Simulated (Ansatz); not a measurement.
# RPA@PBE/def2-SVP run of B2NH2OF (SMILES OB1NB1F)

What is the energy change on altering one bond length of B2NH2OF at RPA@PBE/def2-SVP? 

Program for the calculation: Ansatz 0.2.0.

127 further runs of the same task are left out: 127 set aside as unsound or not needed.

### Step 1. The structure to begin with

B2NH2OF: 7 atoms, total charge 0, spin state singlet. SMILES: `OB1NB1F`. Geometry: relaxed at PBE0-D4/def2-TZVP. This is one conformer, not always the lowest.

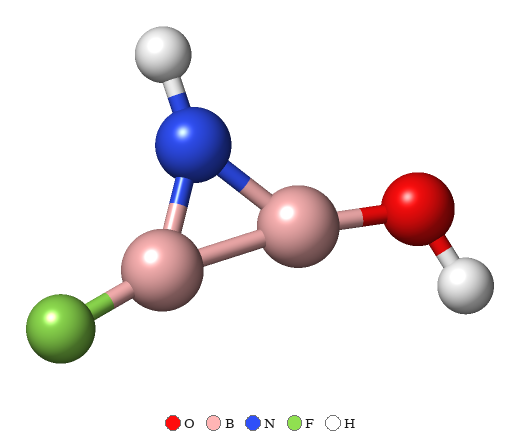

Viewed from a chosen angle; oxygen red, boron pink, nitrogen blue, fluorine green, hydrogen white.

### Step 2. A single-point energy at RPA@PBE/def2-SVP

Input file in.yaml:

```yaml
basis:
  gaussian:
    orbitals: def2-SVP
crystal:
  periodic: [false, false, false]
  atoms:
    - symbol: O
      position_ang: [-1.276700, 0.176400, 1.308100]
    - symbol: B
      position_ang: [-0.379000, 0.150200, 0.304200]
    - symbol: N
      position_ang: [0.632200, -0.768200, -0.094800]
    - symbol: B
      position_ang: [0.587000, 0.339700, -0.954100]
    - symbol: F
      position_ang: [1.250000, 0.724100, -2.025300]
    - symbol: H
      position_ang: [-1.829400, 0.960200, 1.293400]
    - symbol: H
      position_ang: [1.077200, -1.650400, 0.122900]
total_charge: 0
hamiltonian:
  xc: {name: PBE}
correlation:
  method: rpa
  frozen_orbitals: {B: 1, F: 1, H: 0, "N": 1, O: 1}
accuracy: high
```

On the command line:

```sh
$ ansatz run in.yaml --threads 1 --pin off --max-ram 3480MiB --events-out events.jsonl --progress --plain --runs-dir runs
```

The program printed:

```text
Warning: RAYON_NUM_THREADS=1 ignored (pool sized by the plan → 1); use --threads N
Functional definition: PBE
  name "PBE"
  parameter kappa = 0.804
  parameter beta = 0.06672455060314922
  exchange = pbe_x(kappa = kappa, mu = beta*pi^2/3)
  correlation = pbe_c(beta = beta)
1780 factors; integrals over basis functions are off by at most 3.2e-9 eV
mean field evaluation 1: about -7617.7819 eV, gradient 7.2e1 eV
mean field evaluation 2: about -7617.7778 eV, gradient 7.2e1 eV
mean field evaluation 4: about -7626.5953 eV, gradient 2.3e1 eV
mean field evaluation 8: about -7627.7895 eV, gradient 7.6e-1 eV
mean field evaluation 16: about -7627.7880 eV, gradient 8.5e-5 eV
mean field -7627.78796955 eV, -280.3160375804 hartree, gradient 1.8e-8 eV, S^2 0.000000; 0 other end points of the search recorded, 0 dependent functions left out
5 core orbitals not correlated: weight in the atoms' cores, before any rotation towards them, 1.000 or more for the frozen orbitals, at most 0.000 for the correlated occupied ones
reference -7595.97039126 eV, -279.1467631451 hartree; 13, 13 occupied and 62, 62 virtual orbitals, 1780 factors
Total energy: -7624.24387107 eV, -280.1857943637 hartree
```

It took 7.8 s on 1 thread of Arm Neoverse V2, shared host; peak memory 0.27 GiB.

### Step 3. The distorted shape, same level

Input file molecule.yaml:

```yaml
crystal:
  periodic: [false, false, false]
  atoms:
    - {symbol: O, position_ang: [-0.613464, -0.764154, 1.325740]}
    - {symbol: B, position_ang: [0.284236, -0.790354, 0.321840]}
    - {symbol: "N", position_ang: [1.295436, -1.708754, -0.077160]}
    - {symbol: B, position_ang: [1.250236, -0.600854, -0.936460]}
    - {symbol: F, position_ang: [1.913236, -0.216454, -2.007660]}
    - {symbol: H, position_ang: [-1.829400, 0.960200, 1.293400]}
    - {symbol: H, position_ang: [1.740436, -2.590954, 0.140540]}
basis:
  gaussian: {orbitals: def2-SVP}
hamiltonian: {xc: {name: PBE}}
correlation: {method: rpa, frozen_orbitals: {B: 1, F: 1, H: 0, "N": 1, O: 1}}
magnetization: {spin_polarized: false}
accuracy: high
```

On the command line:

```sh
$ ansatz run molecule.yaml --threads 1 --pin off --max-ram 3480MiB --events-out events.jsonl --progress --plain --runs-dir runs
```

The program printed (excerpt; [...] marks lines left out):

```text
Warning: RAYON_NUM_THREADS=1 ignored (pool sized by the plan → 1); use --threads N
[... 2 set-up lines as earlier in the session ...]
[...]
1773 factors; integrals over basis functions are off by at most 3.4e-9 eV
[...]
mean field -7623.35127883 eV, -280.1529922038 hartree, gradient 8.9e-9 eV, S^2 0.000000; 3 other end points of the search recorded, 0 dependent functions left out; unrestricted orbitals would lower it
unrestricted determinant -7593.41365044 eV, -279.0528046529 hartree, S^2 0.9612
5 core orbitals not correlated: weight in the atoms' cores, before any rotation towards them, 1.000 or more for the frozen orbitals, at most 0.000 for the correlated occupied ones
reference -7588.78554634 eV, -278.8827249644 hartree; 13, 13 occupied and 62, 62 virtual orbitals, 1773 factors
Total energy: -7619.81742306 eV, -280.0231253998 hartree
```

It took 12 s on 1 thread of Arm Neoverse V2, shared host; peak memory 0.3 GiB.

### Step 4. Outcome

Level: RPA@PBE/def2-SVP, 5 core orbitals frozen.

| quantity | value |
| --- | --- |
| first shape: total energy | -280.18579 Eh |
| first shape: RPA correlation energy (valence) | -1039.0 mEh |
| distorted shape: total energy | -280.02313 Eh |
| distorted shape: RPA correlation energy (valence) | -1140.4 mEh |
| energy change with the O1–H6 bond stretched from 0.959 to 2.110 Å | 4.426 eV |

What this shows: With the O1–H6 bond stretched from 0.959 to 2.110 Å the energy rises by 4.43 eV (427 kJ/mol). The first shape isn't relaxed at this level, so the change isn't measured from a minimum. The restricted solution (distorted shape) is unstable to spin breaking: an unrestricted one lies lower.
